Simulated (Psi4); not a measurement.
**M06-L/def2-SVPD run of BPH6 (SMILES [BH3-][PH3+])**

Aim: the energy change on altering one bond length of BPH6 at M06-L/def2-SVPD, from 2 runs. 

Program for the calculation: Psi4 1.11.

1 further run of the same task is left out (set aside as unsound or not needed).

**1. The structure to begin with**

The species is BPH6 (8 atoms), meant as a singlet with charge 0. SMILES: `[BH3-][PH3+]`. The coordinates come from a PBE0-D4/def2-TZVP relaxation.

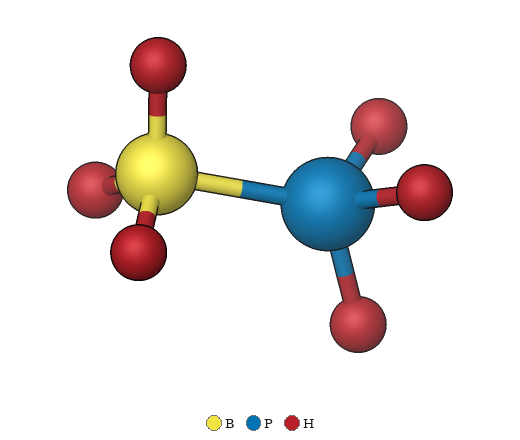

The structure, seen from a chosen angle (boron yellow, phosphorus blue, hydrogen red).

**2. The energy at M06-L/def2-SVPD**

File job.py:

```python
import psi4

psi4.set_memory('1600 MB')
psi4.set_num_threads(1)
psi4.set_output_file('output.dat', False)

molecule = psi4.geometry("""
0 1
B     -0.556100     0.227200    -0.914000
P      0.433900    -0.181600     0.667700
H     -1.693400     0.343100    -0.520100
H     -0.367800    -0.730200    -1.628000
H     -0.055500     1.254200    -1.309900
H      0.418800     0.755700     1.718800
H      1.823100    -0.380300     0.547100
H      0.089200    -1.345200     1.382600
symmetry c1
""")

psi4.set_options({
    'puream': True,
    'e_convergence': 1e-09,
    'd_convergence': 1e-08,
    'scf_type': 'pk',
    'dft_radial_points': 99,
    'dft_spherical_points': 590,
})

e = psi4.energy("m06-l/def2-SVPD")
print('E =', round(e, 9))
```

The run is started by

```bash
$ python job.py
```

output.dat:

```text
[...]
  Running in c1 symmetry.
[...]
  Nuclear repulsion =   59.544517156228110
[...]
  Multiplicity = 1
[...]
  Nalpha       = 13
  Nbeta        = 13
[...]
    Number of basis functions: 92
[...]
   @RKS iter   1:  -369.45465889893029   -1.57287e-01   5.82590e-03 DIIS/ADIIS
[...]
   @RKS iter  11:  -369.66174376201167   -4.94538e-12   2.57767e-09 DIIS
[...]
    Orbital Energies [Eh]
    ---------------------
    Doubly Occupied:
       1A    -76.801144     2A     -6.589303     3A     -6.578558
       4A     -4.691495     5A     -4.691494     6A     -4.686914
       7A     -0.663821     8A     -0.467323     9A     -0.408583
      10A     -0.408570    11A     -0.292765    12A     -0.273342
      13A     -0.273334
[...]
  @RKS Final Energy:  -369.66174376201167
   => Energetics <=
    Nuclear Repulsion Energy =             59.5445171562281104
    One-Electron Energy =                -625.9426912535672045
    Two-Electron Energy =                 226.2760821296167819
    DFT Exchange-Correlation Energy =     -29.5396517942893908
    Empirical Dispersion Energy =           0.0000000000000000
    VV10 Nonlocal Energy =                  0.0000000000000000
    Total Energy =                       -369.6617437620116675
[...]
 Multipole Moments:
 ------------------------------------------------------------------------------------
     Multipole            Electronic (a.u.)      Nuclear  (a.u.)        Total (a.u.)
 ------------------------------------------------------------------------------------
 L = 1.  Multiply by 2.5417464519 to convert [e a0] to [Debye]
 Dipole X            :          1.0473618           -0.2562415            0.7911202
 Dipole Y            :         -0.4328123            0.1061634           -0.3266489
 Dipole Z            :          1.6723857           -0.4084037            1.2639819
 Magnitude           :                                                    1.5265062
[...]
```

Standard output:

```text
E = -369.661743762
```

Wall time 40 s (1 thread of AMD EPYC 7R43 (Zen 3), shared host); peak memory 0.93 GiB.

**3. The distorted shape: energy and gradient at M06-L/def2-SVPD**

File job.json:

```json
{
  "schema_name": "qcschema_input",
  "schema_version": 1,
  "molecule": {
    "schema_name": "qcschema_molecule",
    "schema_version": 2,
    "symbols": ["B", "P", "H", "H", "H", "H", "H", "H"],
    "geometry": [-1.3346701, -0.15286751, -1.50277069, 0.53615877, -0.92538754, 1.48620913, -3.48385562, 0.06615175, -0.75840757, -0.97883467, -1.9620913, -2.85203514, -0.1048798, 2.37009451, -2.47535225, 0.5076239, 0.84585275, 3.47250026, 3.1613663, -1.30087613, 1.25830816, -0.11522983, -3.12427286, 2.83717433],
    "molecular_charge": 0,
    "molecular_multiplicity": 1,
    "fix_symmetry": "c1"
  },
  "driver": "gradient",
  "model": {
    "method": "m06-l",
    "basis": "def2-SVPD"
  },
  "keywords": {
    "puream": true,
    "e_convergence": 1e-09,
    "d_convergence": 1e-08,
    "scf_type": "pk",
    "dft_radial_points": 99,
    "dft_spherical_points": 590
  }
}
```

The run is started by

```bash
$ psi4 --qcschema job.json -n 1 --memory 1600MB
```

stdout:

```text
[...]
  Running in c1 symmetry.
[...]
  Nuclear repulsion =   58.646858912479637
[...]
  Multiplicity = 1
[...]
  Nalpha       = 13
  Nbeta        = 13
[...]
    Number of basis functions: 92
[...]
   @RKS iter   1:  -369.44408161759219   -2.08323e-01   5.49461e-03 DIIS/ADIIS
[...]
   @RKS iter  12:  -369.63153991630247   -2.27374e-12   2.25787e-09 DIIS
[...]
    Orbital Energies [Eh]
    ---------------------
    Doubly Occupied:
       1A    -76.806227     2A     -6.621978     3A     -6.583600
       4A     -4.696511     5A     -4.696503     6A     -4.692037
       7A     -0.667947     8A     -0.464544     9A     -0.411883
      10A     -0.411702    11A     -0.297548    12A     -0.281292
      13A     -0.248775
[...]
  @RKS Final Energy:  -369.63153991630247
   => Energetics <=
    Nuclear Repulsion Energy =             58.6468589124796367
    One-Electron Energy =                -624.0342021501160161
    Two-Electron Energy =                 225.2140792918224861
    DFT Exchange-Correlation Energy =     -29.4582759704885504
    Empirical Dispersion Energy =           0.0000000000000000
    VV10 Nonlocal Energy =                  0.0000000000000000
    Total Energy =                       -369.6315399163024722
[...]
 Multipole Moments:
 ------------------------------------------------------------------------------------
     Multipole            Electronic (a.u.)      Nuclear  (a.u.)        Total (a.u.)
 ------------------------------------------------------------------------------------
 L = 1.  Multiply by 2.5417464519 to convert [e a0] to [Debye]
 Dipole X            :          0.8411993           -0.1272756            0.7139237
 Dipole Y            :         -0.9033638            0.3707420           -0.5326218
 Dipole Z            :          1.8815339           -0.5103969            1.3711370
 Magnitude           :                                                    1.6350504
[...]
  -Total Gradient:
     Atom            X                  Y                   Z
    ------   -----------------  -----------------  -----------------
       1       -0.024039635262    -0.049233058602     0.018897618756
       2       -0.001644016284    -0.005749456911     0.003671203835
       3        0.001079467862    -0.003377251218     0.001092073934
       4       -0.001394432964    -0.001361774166     0.003157497707
       5        0.026800967856     0.057520844611    -0.023658264402
       6        0.000069579372    -0.000940519340    -0.001771815218
       7       -0.001847428409     0.000639722275    -0.000128549242
       8        0.000969483095     0.002543404400    -0.001307815414
[...]
```

The result, in JSON:

```text
{
 "driver": "gradient",
 "model": {
  "method": "m06-l",
  "basis": "def2-SVPD"
 },
 "success": true,
 "return_result": [-0.02403963526220166, -0.049233058601770185, 0.018897618755943424, -0.0016440162841830017, -0.005749456910536086, 0.003671203834848369, 0.001079467861550859, -0.0033772512175496774, 0.001092073934032059, -0.0013944329637531616, -0.001361774165512808, 0.0031574977068615645, 0.02680096785614055, 0.057520844611166966, -0.02365826440197595, 6.957937193915586e-05, -0.000940519340032947, -0.0017718152183099634, -0.001847428409489038, 0.000639722274875118, -0.000128549242291328, 0.0009694830953119182, 0.00254340440031392, -0.0013078154141007436],
 "properties": {
  "calcinfo_nbasis": 92,
  "calcinfo_nmo": 92,
  "calcinfo_nalpha": 13,
  "calcinfo_nbeta": 13,
  "calcinfo_natom": 8,
  "nuclear_repulsion_energy": 58.64685891247964,
  "return_energy": -369.6315399163025,
  "return_gradient": [-0.02403963526220166, -0.049233058601770185, 0.018897618755943424, -0.0016440162841830017, -0.005749456910536086, 0.003671203834848369, 0.001079467861550859, -0.0033772512175496774, 0.001092073934032059, -0.0013944329637531616, -0.001361774165512808, 0.0031574977068615645, 0.02680096785614055, 0.057520844611166966, -0.02365826440197595, 6.957937193915586e-05, -0.000940519340032947, -0.0017718152183099634, -0.001847428409489038, 0.000639722274875118, -0.000128549242291328, 0.0009694830953119182, 0.00254340440031392, -0.0013078154141007436],
  "scf_one_electron_energy": -624.034202150116,
  "scf_two_electron_energy": 225.2140792918225,
  "scf_xc_energy": -29.45827597048855,
  "scf_dipole_moment": [0.7139237194231801, -0.5326217967780141, 1.3711370174083342],
  "scf_total_energy": -369.6315399163025,
  "scf_total_gradient": [-0.02403963526220166, -0.049233058601770185, 0.018897618755943424, -0.0016440162841830017, -0.005749456910536086, 0.003671203834848369, 0.001079467861550859, -0.0033772512175496774, 0.001092073934032059, -0.0013944329637531616, -0.001361774165512808, 0.0031574977068615645, 0.02680096785614055, 0.057520844611166966, -0.02365826440197595, 6.957937193915586e-05, -0.000940519340032947, -0.0017718152183099634, -0.001847428409489038, 0.000639722274875118, -0.000128549242291328, 0.0009694830953119182, 0.00254340440031392, -0.0013078154141007436],
  "scf_iterations": 12
 }
}
```

It took 47 s on 1 thread of AMD EPYC 7R43 (Zen 3), shared host; peak memory 0.91 GiB.

**4. Summary of results**

At M06-L/def2-SVPD:

| quantity | value |
| --- | --- |
| first shape: total energy | -369.66174 Eh |
| first shape: dipole moment | 3.88 D |
| first shape: HOMO energy | -7.44 eV |
| first shape: LUMO energy | -0.03 eV |
| first shape: HOMO–LUMO gap | 7.41 eV |
| distorted shape: total energy | -369.63154 Eh |
| distorted shape: dipole moment | 4.16 D |
| distorted shape: HOMO energy | -6.77 eV |
| distorted shape: LUMO energy | -0.29 eV |
| distorted shape: HOMO–LUMO gap | 6.48 eV |
| distorted shape: largest force on an atom | 3.483 eV/Å |
| energy change with the B1–H5 bond stretched from 1.209 to 1.572 Å | 0.822 eV |

What this shows: With the B1–H5 bond stretched from 1.209 to 1.572 Å the energy rises by 0.82 eV (19.0 kcal/mol). The first shape isn't relaxed at this level, so the change isn't measured from a minimum.
